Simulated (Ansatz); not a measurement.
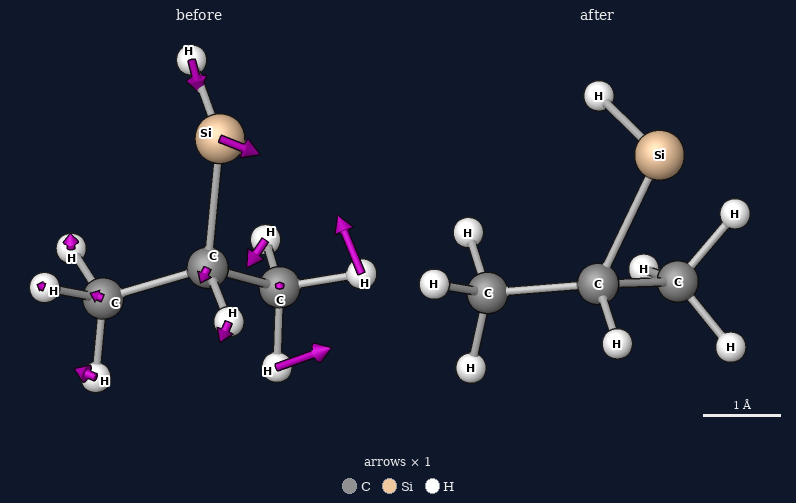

The structure of C$_{3}$H$_{8}$Si (coarse preliminary run) before (left) and after (right) a relaxation, at one scale. The purple arrows give the displacements, at their true length.

A ball-and-stick model, seen at a tilt.

The start comes from a force field.

Computed with Ansatz 0.2.0, RKS PBE-D4/def2-SVP.

Input
```yaml
crystal:
  periodic: [false, false, false]
  atoms:
    - {symbol: C, position_ang: [-0.111600, 0.794300, -1.016800]}
    - {symbol: C, position_ang: [-0.036500, -0.497900, -0.282800]}
    - {symbol: C, position_ang: [0.873000, -0.324100, 0.906100]}
    - {symbol: Si, position_ang: [-1.636500, -1.236800, 0.182400]}
    - {symbol: H, position_ang: [-0.769100, 0.726400, -1.950000]}
    - {symbol: H, position_ang: [-0.621900, 1.626000, -0.402100]}
    - {symbol: H, position_ang: [0.852000, 1.207100, -1.334500]}
    - {symbol: H, position_ang: [0.476500, -1.194100, -0.974100]}
    - {symbol: H, position_ang: [0.504500, 0.400600, 1.693200]}
    - {symbol: H, position_ang: [1.072600, -1.277800, 1.458200]}
    - {symbol: H, position_ang: [1.874000, 0.048000, 0.618600]}
    - {symbol: H, position_ang: [-2.399900, -0.326800, 1.135900]}
basis:
  gaussian: {orbitals: def2-SVP}
hamiltonian: {xc: pbe, dispersion: d4}
relax: {f_tol: 0.03, max_steps: 200}
```

What changed between the two?

Answer. The atom that moves furthest after the best rigid fit is H11 (0.87 Å). Largest moves by element: H 0.87 Å, Si 0.60 Å, C 0.24 Å. Among the contacts that change: Si4–H10 2.995 → 1.955 Å, C3–Si4 2.767 → 2.329 Å, C2–Si4 1.823 → 1.936 Å, C3–H10 1.120 → 1.169 Å. Bond angles that change, for instance: C3–C2–Si4 112.0° → 83.4°, C2–Si4–H12 110.9° → 92.6°, C1–C2–Si4 115.7° → 122.6°. Groups turn about C2–C3 by about 50°. The energy falls by 0.598 eV in 15 accepted moves (17 points after the start). Largest force component: 2.4 eV/Å at the start, 0.011 eV/Å at the end. The line search rejected the trial steps at points 7, 16 of the run. The run took about 60 core-seconds on a shared host.
